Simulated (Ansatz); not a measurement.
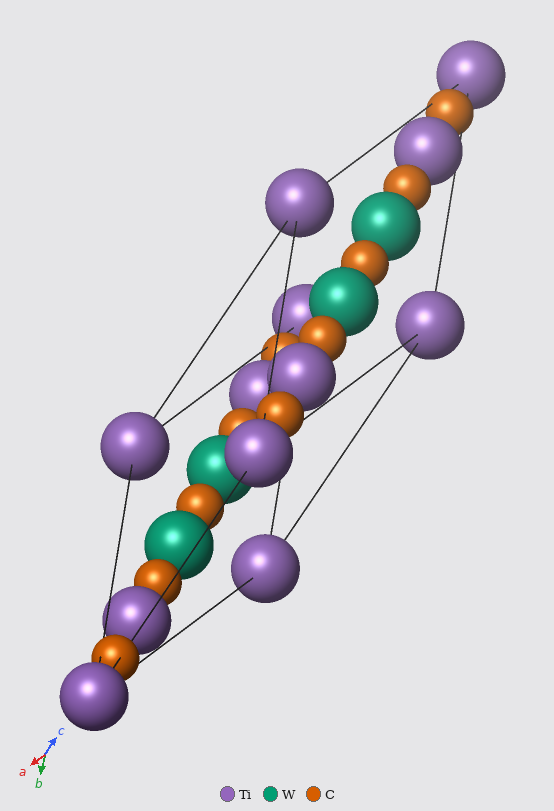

Crystal structure, spheres-only style, seen slightly off an axis. The simulation cell is outlined; an atom on or near a face, edge or corner is repeated at each equivalent position.

The calculation's input:
```yaml
crystal:
  lattice:
    - [-1.537607474, 1.537607474, 10.8110649129]
    - [1.537607474, -1.537607474, 10.8110649129]
    - [1.537607474, 1.537607474, -10.8110649129]
  atoms:
    - { symbol: Ti, position: [0.7987090239, 0.7987090239, 0.0] }
    - { symbol: Ti, position: [0.0, 0.0, 0.0] }
    - { symbol: Ti, position: [0.2012909761, 0.2012909761, 0.0] }
    - { symbol: W, position: [0.4002329567, 0.4002329567, 0.0] }
    - { symbol: W, position: [0.5997670433, 0.5997670433, 0.0] }
    - { symbol: C, position: [0.8997564898, 0.8997564898, 0.0] }
    - { symbol: C, position: [0.5, 0.5, 0.0] }
    - { symbol: C, position: [0.1002435102, 0.1002435102, 0.0] }
    - { symbol: C, position: [0.6996886863, 0.6996886863, 0.0] }
    - { symbol: C, position: [0.3003113137, 0.3003113137, 0.0] }
basis:
  ecutwfc: 420
kpoints:
  mp_grid: { grid: [18, 18, 18] }
  band_path:
    path:
      - [[0.0, 0.0, 0.0], [0.0, 0.0, 0.5], [0.25, 0.25, 0.25], [0.0, 0.5, 0.0], [0.0, 0.0, 0.0], [0.5, 0.5, -0.5], [0.25505701, 0.74494299, -0.25505701]]
      - [[-0.25505701, 0.25505701, 0.25505701], [0.0, 0.0, 0.0]]
      - [[0.0, 0.0, 0.5], [-0.01011402, 0.01011402, 0.5]]
      - [[0.5, 0.5, -0.01011402], [0.5, 0.5, -0.5]]
    npoints: 14
hamiltonian:
  xc: pbe
scf:
  occupations: { method: gaussian, width: 0.1 }
  n_extra_bands: 25
output:
  forces: true
  stress: true
  eigenvalues: true
  populations: true
  dos: { projected: true, de: 0.02, nscf_kmesh: { grid: [22, 22, 22] } }
  bader: true
  write_density: true
  write_potential: true
  elf: true
  volumetric_format: npy
```
Run as:
```sh
ansatz run input.yaml --threads 4 --pin off --max-ram 8192MiB --backend cpu --events-out ev --progress --plain --runs-dir out
```

Level of theory and settings: Ansatz 0.2.0, DFT PBE, scalar-relativistic, plane waves, PAW, plane waves up to 420 eV, an 18×18×18 sampling of the Brillouin zone, Gaussian smearing of 0.1 eV, no spin polarisation.

Question: Predict the Bader charges.

Answer: Ti +1.67 e; W +1.71 e; C -1.71 to -1.67 e.

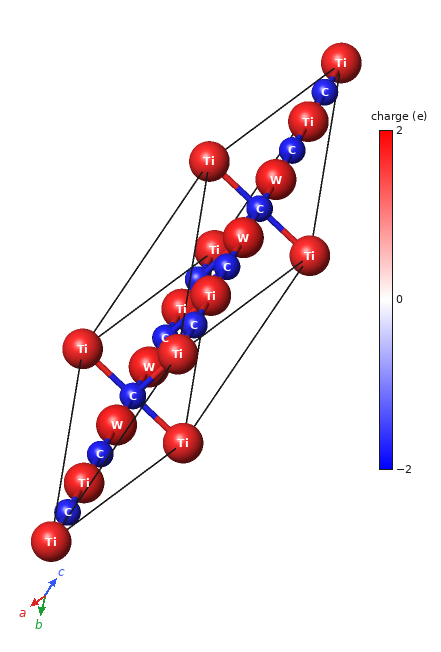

The atoms coloured by those charges.

The initial geometry was a structure type filled with these elements by a generator (whether the compound takes this form wasn't checked). Earlier steps of the study, as a rule a relaxation of our own, may have changed the cell and positions, so they can lie some per cent off the listed ones. Ansatz was used for an electronic-structure calculation on it.
